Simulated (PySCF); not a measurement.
# C4H5BO2S: excited states, first hyperpolarisability

Wanted: excited states, first hyperpolarisability for C4H5BO2S (`OB(O)c1cccs1`).

Computed with PySCF 2.14.0 and routines of our own; the level stands in each step. Atoms count from 0.

## (1) The starting structure

13 atoms, charge 0, multiplicity 1; geometry from: GFN2-xTB.

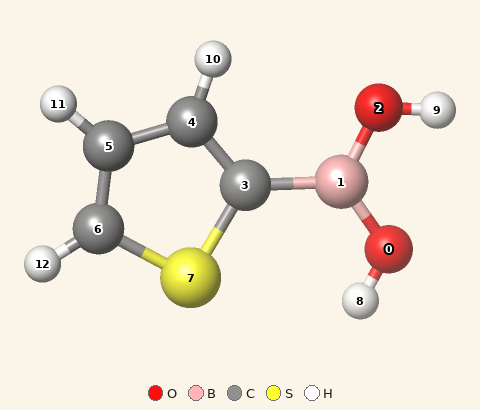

The starting geometry (oxygen red, boron pink, carbon grey, sulfur yellow, hydrogen white).

## (2) Geometry optimisation at PBE0-D3(BJ)/def2-SVP

What the job is given:

```
{"job": {"xc": "PBE0", "basis": "def2-SVP", "d3": "d3bj", "grid": 2, "kind": "geom"}, "charge": 0, "multiplicity": 1}
O     -2.489740     0.730205    -0.971850
B     -1.730294     0.037066    -0.079993
O     -2.356489    -0.712595     0.852285
C     -0.168359     0.060807    -0.074939
C      0.689825    -0.601483     0.758890
C      2.053184    -0.365008     0.490576
C      2.235644     0.485019    -0.552828
S      0.744776     1.004817    -1.222772
H     -2.018268     1.251393    -1.619796
H     -3.311887    -0.681083     0.786154
H      0.332926    -1.241876     1.544819
H      2.859978    -0.808550     1.046509
H      3.154316     0.841774    -0.974782
```

Launch:

```bash
$ OMP_NUM_THREADS=1 python excited_run.py task.json out
```

The driver reads the jobs from task.json and runs them one after another.

What it wrote:

```text
step   0  E = -728.16962923  max force = 0.011959
step   1  E = -728.17099703  max force = 0.001767
step   2  E = -728.17100944  max force = 0.000502
step   3  E = -728.17100982  max force = 0.000477
step   4  E = -728.17101071  max force = 0.000250
optimisation converged
```

Run time: 45 s. Hardware: 1 thread of Arm Neoverse V1, shared host; peak memory 0.76 GiB.

Along the way:

| step | energy from step 0 (eV) | largest force component (eV/Å) |
| --- | --- | --- |
| 0 | 0.0000 | 0.6150 |
| 1 | -0.0372 | 0.0909 |
| 2 | -0.0376 | 0.0258 |
| 3 | -0.0376 | 0.0245 |
| 4 | -0.0376 | 0.0129 |

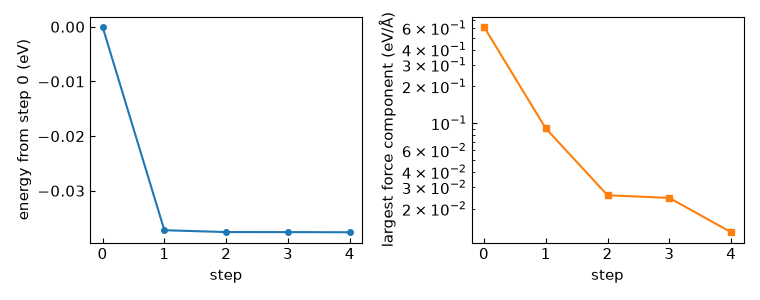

Energy and largest force along the relaxation.

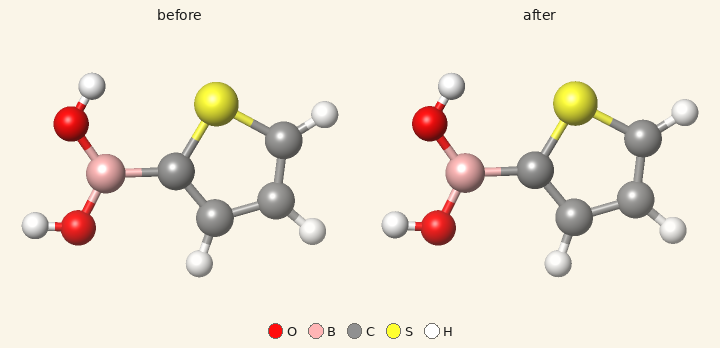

The geometry before (left) and after (right).

Distances of close pairs at the start and the end, largest changes first:

| bond | before (Å) | after (Å) | change (Å) |
| --- | --- | --- | --- |
| C6–H12 | 1.072 | 1.089 | +0.017 |
| C4–H10 | 1.075 | 1.091 | +0.016 |
| C5–H11 | 1.076 | 1.091 | +0.015 |
| C5–C6 | 1.358 | 1.373 | +0.015 |
| C3–S7 | 1.744 | 1.729 | -0.015 |
| C3–C4 | 1.368 | 1.380 | +0.012 |
| C4–C5 | 1.409 | 1.419 | +0.009 |
| B1–O2 | 1.350 | 1.358 | +0.008 |

The next job starts from the end point, and lists it.

| at the end point | value |
| --- | --- |
| point group (found at 0.08 Å tolerance) | Cs |
| rotational constants (GHz, main isotopes) | 3.594, 1.289, 0.949 |
| dipole moment (D) | 0.88 |

## (3) Excited states: TDA wB97X-D/def2-TZVP

What the job is given:

```
{"job": {"kind": "states", "xc": "wB97X-D", "basis": "def2-TZVP", "tda": true, "soc": true, "nstates": 6, "ntriplets": 5, "nquad": 4}, "charge": 0, "multiplicity": 1}
O     -2.427253     0.711797    -0.990288
B     -1.648629     0.012812    -0.112435
O     -2.261396    -0.746593     0.832457
C     -0.089560     0.031331    -0.126390
C      0.770922    -0.644894     0.713678
C      2.142620    -0.411999     0.434963
C      2.320371     0.445521    -0.622786
S      0.820514     0.959576    -1.266871
H     -1.933721     1.226379    -1.635007
H     -3.220250    -0.692659     0.756410
H      0.405017    -1.292911     1.511618
H      2.970049    -0.856705     0.989738
H      3.256683     0.799134    -1.052942
```

With the program's defaults for keys left out, this is: TDA wB97X-D/def2-TZVP excited states, vertical, gas phase, spin-orbit mean-field couplings.

What it wrote:

```text
coarse grid: 12328 points
cycle   1  E = -728.9267320718  dE =  1.668e+00  |g| = 9.029e-01  |ddm| = 3.175e+00
cycle   2  E = -728.9176808779  dE =  9.051e-03  |g| = 1.004e+00  |ddm| = 1.112e+00
cycle   3  E = -729.0789805172  dE = -1.613e-01  |g| = 5.151e-02  |ddm| = 6.008e-01
cycle   4  E = -729.0796552787  dE = -6.748e-04  |g| = 2.554e-02  |ddm| = 1.065e-01
cycle   5  E = -729.0798011760  dE = -1.459e-04  |g| = 1.200e-02  |ddm| = 3.270e-02
cycle   6  E = -729.0798373748  dE = -3.620e-05  |g| = 2.452e-03  |ddm| = 1.399e-02
cycle   7  E = -729.0798393420  dE = -1.967e-06  |g| = 1.102e-03  |ddm| = 4.506e-03
final grid: 117064 points
cycle   8  E = -729.0662084901  dE = -2.306e-04  |g| = 8.481e-03  |ddm| = 1.103e-01
cycle   9  E = -729.0662117749  dE = -3.285e-06  |g| = 7.156e-03  |ddm| = 1.324e-02
cycle  10  E = -729.0662208915  dE = -9.117e-06  |g| = 1.068e-03  |ddm| = 4.685e-03
cycle  11  E = -729.0662211588  dE = -2.673e-07  |g| = 4.517e-04  |ddm| = 1.339e-03
cycle  12  E = -729.0662212069  dE = -4.805e-08  |g| = 1.666e-04  |ddm| = 5.265e-04
cycle  13  E = -729.0662212151  dE = -8.263e-09  |g| = 3.450e-05  |ddm| = 1.973e-04
cycle  14  E = -729.0662212157  dE = -5.355e-10  |g| = 1.690e-05  |ddm| = 8.760e-05
converged SCF energy = -729.0662212157

Singlet excitations
state   eV       nm        f     d(h-e)  d(exc)  Lambda  PR(NTO)  |dmu|/D   mu/D   main configurations
  1   5.6184   220.7   0.16963   0.613   2.744   0.731   1.252    1.748    2.512   H->L 0.51, H-1->L 0.37
  2   5.7716   214.8   0.16228   0.119   2.713   0.718   1.275    0.226    0.758   H-1->L 0.45, H->L 0.41
  3   6.2519   198.3   0.00082   1.510   3.009   0.377   1.009    3.706    3.466   H->L+1 0.88
  4   6.3113   196.4   0.00003   1.036   2.740   0.365   1.007    3.132    3.035   H-1->L+1 0.84, H-1->L+3 0.09
  5   7.2547   170.9   0.00099   0.424   2.737   0.546   1.054                     H-3->L 0.94
  6   7.6211   162.7   0.12648   0.396   2.850   0.700   1.465                     H->L+2 0.53, H-1->L+2 0.26

Triplet excitations (Tamm-Dancoff)
state   eV     d(h-e)  d(exc)  Lambda  PR(NTO)   main configurations
  1   3.5941   0.234   2.525   0.793   1.064   H->L 0.94
  2   4.3108   0.263   2.611   0.664   1.046   H-1->L 0.95
  3   5.8343   0.525   2.470   0.741   1.249   H->L+2 0.83
  4   5.9798   1.120   2.753   0.371   1.014   H-1->L+1 0.42, H->L+1 0.39
  5   6.0104   1.191   2.817   0.371   1.018   H->L+1 0.45, H-1->L+1 0.37
S1 - T1 = 2.0243 eV

Spin-orbit couplings |<S|Hso|T>| (cm-1)
             T1       T2       T3       T4       T5
S0        0.282    0.186    0.197   90.704   75.530
S1        0.054    0.311    0.188   12.365   49.675
S2        0.027    0.285    0.153   54.016    8.497
S3       42.420    3.979    3.399    0.867    0.235
S4        2.859   41.654    5.371    1.290    0.218
S5       11.506  104.603   38.008    7.370    2.718
S6        0.436    0.931    0.454   24.001   29.817
T1 sublevels (cm-1): 0.000 0.004 0.024   radiative rates (1/s): 0.0856 0.0122 0.848
```

Wall time 71 s (1 thread of Arm Neoverse V1, shared host); peak memory 1.1 GiB.

In short:

| quantity | value |
| --- | --- |
| S1 less T1 | 2.02 eV |

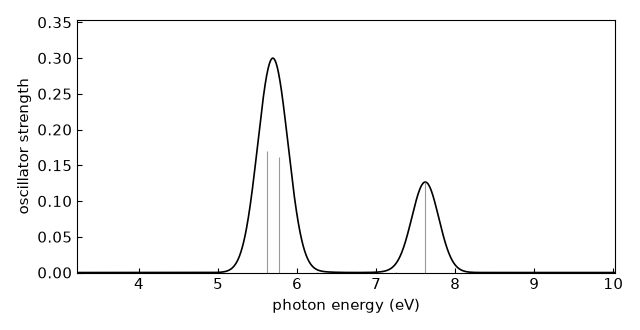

Absorption lines of the singlets. Lines are broadened to a width of 0.40 eV (Gaussian).

Orbitals, density, ELF and potential are computed afterwards from the orbital file.

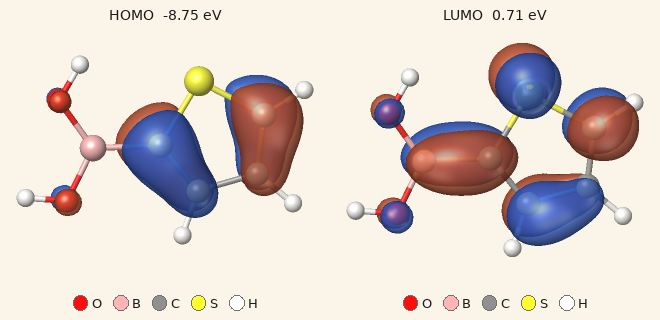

wB97X-D/def2-TZVP orbitals near the gap, drawn at the value that encloses 70 % of each; the two colours are the two signs.

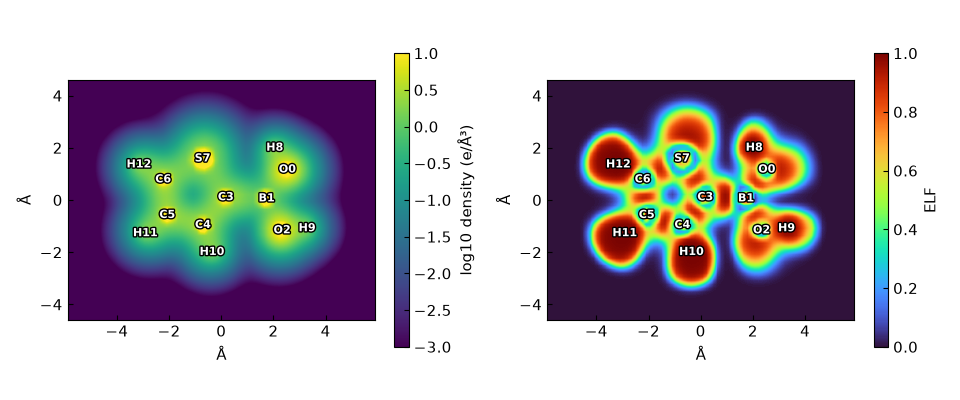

Density (left) and ELF (right) in a plane through or near 13 of the atoms.

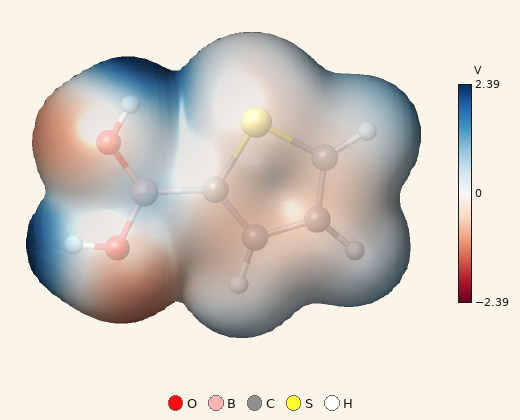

The potential that a unit positive charge feels on the 0.002 e/bohr³ surface, from the 1st to the 99th percentile, from -1.18 V near O2 to 2.39 V near H8.

## (4) Excited states: TDDFT CAM-B3LYP/aug-cc-pVDZ

The job, as its differences from that of step 3:

```diff
@@ -1,2 +1,2 @@
-{"job": {"kind": "states", "xc": "wB97X-D", "basis": "def2-TZVP", "tda": true, "soc": true, "nstates": 6, "ntriplets": 5, "nquad": 4}, "charge": 0, "multiplicity": 1}
+{"job": {"kind": "states", "xc": "CAM-B3LYP", "basis": "aug-cc-pVDZ", "tpa": true, "nstates": 8, "nquad": 6, "ntriplets": 0}, "charge": 0, "multiplicity": 1}
 O     -2.427253     0.711797    -0.990288
```

Level: TDDFT CAM-B3LYP/aug-cc-pVDZ excited states, vertical, gas phase, two-photon moments by quadratic response.

What it wrote:

```text
coarse grid: 12328 points
cycle   1  E = -728.7803115590  dE =  1.660e+00  |g| = 8.434e-01  |ddm| = 1.321e+01
cycle   2  E = -728.7260733907  dE =  5.424e-02  |g| = 1.045e+00  |ddm| = 3.079e+00
cycle   3  E = -728.9231278581  dE = -1.971e-01  |g| = 5.122e-02  |ddm| = 1.426e+00
cycle   4  E = -728.9237012122  dE = -5.734e-04  |g| = 2.647e-02  |ddm| = 2.106e-01
cycle   5  E = -728.9238627053  dE = -1.615e-04  |g| = 1.059e-02  |ddm| = 1.180e-01
cycle   6  E = -728.9238899780  dE = -2.727e-05  |g| = 2.366e-03  |ddm| = 3.064e-02
cycle   7  E = -728.9238916025  dE = -1.625e-06  |g| = 9.695e-04  |ddm| = 8.161e-03
final grid: 117064 points
cycle   8  E = -728.9409799400  dE = -2.694e-05  |g| = 4.447e-03  |ddm| = 1.709e-01
cycle   9  E = -728.9409788005  dE =  1.140e-06  |g| = 5.165e-03  |ddm| = 2.789e-02
cycle  10  E = -728.9409846706  dE = -5.870e-06  |g| = 4.375e-04  |ddm| = 1.219e-02
cycle  11  E = -728.9409847113  dE = -4.066e-08  |g| = 2.505e-04  |ddm| = 2.012e-03
cycle  12  E = -728.9409847276  dE = -1.634e-08  |g| = 5.629e-05  |ddm| = 7.845e-04
cycle  13  E = -728.9409847286  dE = -9.479e-10  |g| = 2.083e-05  |ddm| = 2.394e-04
converged SCF energy = -728.9409847286

Singlet excitations
state   eV       nm        f     d(h-e)  d(exc)  Lambda  PR(NTO)  |dmu|/D   mu/D   delta(TPA)   sigma/GM   main configurations
  1   5.3329   232.5   0.18042   0.469   2.797   0.741   1.232    1.320    2.078       42.19      0.440   H->L 0.88
  2   5.5337   224.1   0.09267   0.160   2.800   0.641   1.364    0.605    1.446       40.36      0.453   H-1->L 0.82
  3   6.0869   203.7   0.00108   2.075   3.985   0.221   1.012    6.993    7.238        2.05      0.028   H->L+1 0.50, H->L+2 0.12, H->L+4 0.12
  4   6.1963   200.1   0.00617   1.450   4.251   0.221   1.077    6.708    5.895       68.64      0.965   H->L+2 0.50, H->L+1 0.29
  5   6.2352   198.8   0.00001   1.450   3.433   0.224   1.080    5.031    5.027       15.93      0.227   H-1->L+1 0.21, H-1->L+2 0.19, H-1->L+8 0.17
  6   6.5276   189.9   0.00045   0.776   4.282   0.203   1.092    3.926    2.995      109.72      1.713   H-1->L+1 0.53, H-1->L+2 0.28
  7   6.8245   181.7   0.00089   0.863   4.708   0.183   1.041                                            H->L+3 0.48, H->L+4 0.14, H->L+6 0.09
  8   6.9170   179.2   0.01481   1.216   4.975   0.191   1.176                                            H->L+3 0.38, H->L+2 0.15, H->L+6 0.15
```

Wall time 63 s (1 thread of Arm Neoverse V1, shared host); peak memory 0.94 GiB.

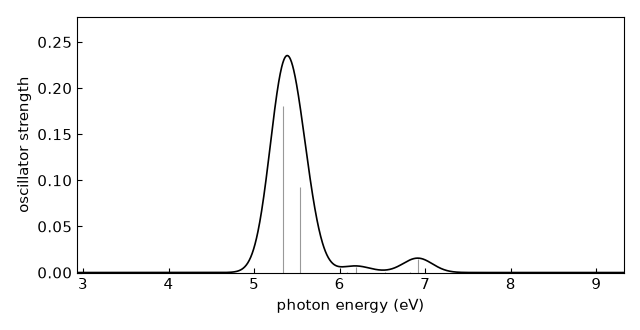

Absorption lines of the singlets. Lines are broadened to a width of 0.40 eV (Gaussian).

## (5) First hyperpolarisability: quadratic response CAM-B3LYP/aug-cc-pVDZ

The job, as its differences from that of step 4:

```diff
@@ -1,2 +1,2 @@
-{"job": {"kind": "states", "xc": "CAM-B3LYP", "basis": "aug-cc-pVDZ", "tpa": true, "nstates": 8, "nquad": 6, "ntriplets": 0}, "charge": 0, "multiplicity": 1}
+{"job": {"kind": "beta", "xc": "CAM-B3LYP", "basis": "aug-cc-pVDZ"}, "charge": 0, "multiplicity": 1}
 O     -2.427253     0.711797    -0.990288
```

Level: quadratic response CAM-B3LYP/aug-cc-pVDZ first hyperpolarisability, Taylor convention, gas phase.

What it wrote:

```text
coarse grid: 12328 points
cycle   1  E = -728.7803115590  dE =  1.660e+00  |g| = 8.434e-01  |ddm| = 1.321e+01
cycle   2  E = -728.7260733907  dE =  5.424e-02  |g| = 1.045e+00  |ddm| = 3.079e+00
cycle   3  E = -728.9231278581  dE = -1.971e-01  |g| = 5.122e-02  |ddm| = 1.426e+00
cycle   4  E = -728.9237012122  dE = -5.734e-04  |g| = 2.647e-02  |ddm| = 2.106e-01
cycle   5  E = -728.9238627053  dE = -1.615e-04  |g| = 1.059e-02  |ddm| = 1.180e-01
cycle   6  E = -728.9238899780  dE = -2.727e-05  |g| = 2.366e-03  |ddm| = 3.064e-02
cycle   7  E = -728.9238916025  dE = -1.625e-06  |g| = 9.695e-04  |ddm| = 8.161e-03
final grid: 117064 points
cycle   8  E = -728.9409799400  dE = -2.694e-05  |g| = 4.447e-03  |ddm| = 1.709e-01
cycle   9  E = -728.9409788005  dE =  1.140e-06  |g| = 5.165e-03  |ddm| = 2.789e-02
cycle  10  E = -728.9409846706  dE = -5.870e-06  |g| = 4.375e-04  |ddm| = 1.219e-02
cycle  11  E = -728.9409847113  dE = -4.066e-08  |g| = 2.505e-04  |ddm| = 2.012e-03
cycle  12  E = -728.9409847276  dE = -1.634e-08  |g| = 5.629e-05  |ddm| = 7.845e-04
cycle  13  E = -728.9409847286  dE = -9.479e-10  |g| = 2.083e-05  |ddm| = 2.394e-04
converged SCF energy = -728.9409847286

Lowest singlets (eV, f): 5.3329 0.1804  5.5337 0.0927  6.0869 0.0011

First hyperpolarisability (au)
process     nm      |vector|   parallel      HRS      DR
static         -       89.63       4.14      62.23   2.154
shg       1907.0       96.83       6.98      66.04   2.202
eope      1907.0       91.92       5.03          -       -
shg       1064.0      117.30      15.29      76.41   2.335
eope      1064.0       97.38        7.2          -       -
```

Wall time 55 s (1 thread of Arm Neoverse V1, shared host); peak memory 0.92 GiB.

## (6) Excited states: TDA wB97X-D/def2-TZVP in cyclohexane

The job, as its differences from that of step 5:

```diff
@@ -1,2 +1,2 @@
-{"job": {"kind": "beta", "xc": "CAM-B3LYP", "basis": "aug-cc-pVDZ"}, "charge": 0, "multiplicity": 1}
+{"job": {"kind": "states", "xc": "wB97X-D", "basis": "def2-TZVP", "tda": true, "soc": true, "nstates": 6, "ntriplets": 5, "nquad": 4, "solvent": "cyclohexane"}, "charge": 0, "multiplicity": 1}
 O     -2.427253     0.711797    -0.990288
```

Method: TDA wB97X-D/def2-TZVP excited states, vertical, IEF-PCM cyclohexane (non-equilibrium response), spin-orbit mean-field couplings.

What it wrote:

```text
coarse grid: 12328 points
cycle   1  E = -728.9342442430  dE =  1.661e+00  |g| = 8.967e-01  |ddm| = 3.173e+00
cycle   2  E = -728.9281506260  dE =  6.094e-03  |g| = 9.896e-01  |ddm| = 1.058e+00
cycle   3  E = -729.0837682786  dE = -1.556e-01  |g| = 5.006e-02  |ddm| = 5.665e-01
cycle   4  E = -729.0844235857  dE = -6.553e-04  |g| = 2.432e-02  |ddm| = 1.043e-01
cycle   5  E = -729.0845571746  dE = -1.336e-04  |g| = 1.165e-02  |ddm| = 3.272e-02
cycle   6  E = -729.0845924336  dE = -3.526e-05  |g| = 2.127e-03  |ddm| = 1.368e-02
cycle   7  E = -729.0845941308  dE = -1.697e-06  |g| = 1.039e-03  |ddm| = 4.583e-03
final grid: 117064 points
cycle   8  E = -729.0709353623  dE = -2.305e-04  |g| = 8.418e-03  |ddm| = 1.098e-01
cycle   9  E = -729.0709392848  dE = -3.923e-06  |g| = 6.887e-03  |ddm| = 1.288e-02
cycle  10  E = -729.0709474905  dE = -8.206e-06  |g| = 9.932e-04  |ddm| = 4.381e-03
cycle  11  E = -729.0709477233  dE = -2.327e-07  |g| = 3.827e-04  |ddm| = 1.266e-03
cycle  12  E = -729.0709477565  dE = -3.319e-08  |g| = 1.502e-04  |ddm| = 4.859e-04
cycle  13  E = -729.0709477632  dE = -6.696e-09  |g| = 3.340e-05  |ddm| = 1.791e-04
cycle  14  E = -729.0709477637  dE = -5.427e-10  |g| = 1.353e-05  |ddm| = 8.500e-05
converged SCF energy = -729.0709477637

Singlet excitations
state   eV       nm        f     d(h-e)  d(exc)  Lambda  PR(NTO)  |dmu|/D   mu/D   main configurations
  1   5.5356   224.0   0.23625   0.602   2.748   0.745   1.192    2.001    2.866   H->L 0.63, H-1->L 0.27
  2   5.6977   217.6   0.19468   0.061   2.713   0.702   1.242    0.234    1.009   H-1->L 0.58, H->L 0.30
  3   6.3189   196.2   0.00109   1.482   2.985   0.386   1.010    4.152    3.850   H->L+1 0.88
  4   6.3668   194.7   0.00003   1.004   2.714   0.371   1.007    3.441    3.294   H-1->L+1 0.83, H-1->L+3 0.10
  5   7.2280   171.5   0.00129   0.428   2.734   0.546   1.050                     H-3->L 0.94
  6   7.5409   164.4   0.23577   0.360   2.823   0.713   1.416                     H->L+2 0.67, H-1->L+2 0.15

Triplet excitations (Tamm-Dancoff)
state   eV     d(h-e)  d(exc)  Lambda  PR(NTO)   main configurations
  1   3.6002   0.235   2.528   0.791   1.064   H->L 0.94
  2   4.3159   0.269   2.614   0.664   1.046   H-1->L 0.95
  3   5.8387   0.522   2.472   0.742   1.244   H->L+2 0.83
  4   6.0452   1.062   2.713   0.377   1.015   H-1->L+1 0.47, H->L+1 0.33
  5   6.0718   1.201   2.814   0.380   1.019   H->L+1 0.51, H-1->L+1 0.31
S1 - T1 = 1.9353 eV

Spin-orbit couplings |<S|Hso|T>| (cm-1)
             T1       T2       T3       T4       T5
S0        0.281    0.180    0.156   96.323   70.939
S1        0.053    0.318    0.150   11.512   49.142
S2        0.021    0.229    0.073   55.013    8.529
S3       43.080    4.997    3.560    0.870    0.233
S4        3.677   42.205    5.400    1.243    0.114
S5       11.404  105.373   37.954    7.682    2.354
S6        0.384    0.491    0.286   20.651   25.881
T1 sublevels (cm-1): 0.000 0.004 0.023   radiative rates (1/s): 0.108 0.0173 1.15
```

It took 68 s on 1 thread of Arm Neoverse V1, shared host; peak memory 1.1 GiB.

Key values:

| quantity | value |
| --- | --- |
| S1 less T1 | 1.94 eV |

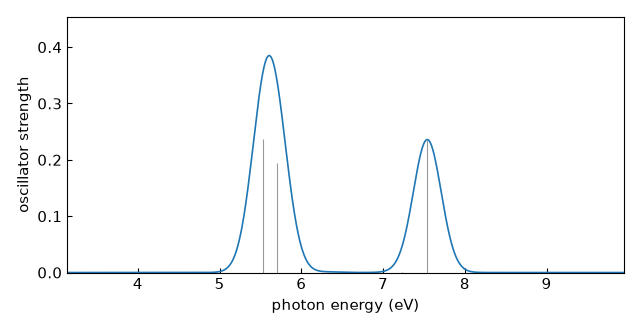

Absorption lines of the singlets. Lines are broadened to a width of 0.40 eV (Gaussian).

## (7) Summary of results

| quantity | value |
| --- | --- |
| point group | Cs |
| rotational constants (main isotopes) | 3.59, 1.29, 0.95 GHz |
| S1 less T1 (step 3, TDA wB97X-D/def2-TZVP) | 2.02 eV |
| surface potential, 1st and 99th percentile | -1.18 V and 2.39 V |
| β vector (step 5, quadratic response CAM-B3LYP/aug-cc-pVDZ) | static 90, SHG 1907.0 nm 97, SHG 1064.0 nm 117 au |
| S1 less T1 (step 6, TDA wB97X-D/def2-TZVP in cyclohexane) | 1.94 eV |

What this shows: Relaxing lowered the energy by 0.038 eV in 4 steps; the close pair that moved most is C6–H12, from 1.072 to 1.089 Å. No frequency check was run at this level, so the end point may be a saddle. In step 3, the number of triplets below S1 is 2, and the largest singlet-triplet spin-orbit coupling is S5–T2, 104.60 cm⁻¹. β grows from 90 au (static) to 117 au for doubling at 1064.0 nm: normal dispersion, which grows as twice the photon energy moves toward the bright states. In step 6, the number of triplets below S1 is 2, and the largest singlet-triplet spin-orbit coupling is S5–T2, 105.37 cm⁻¹.
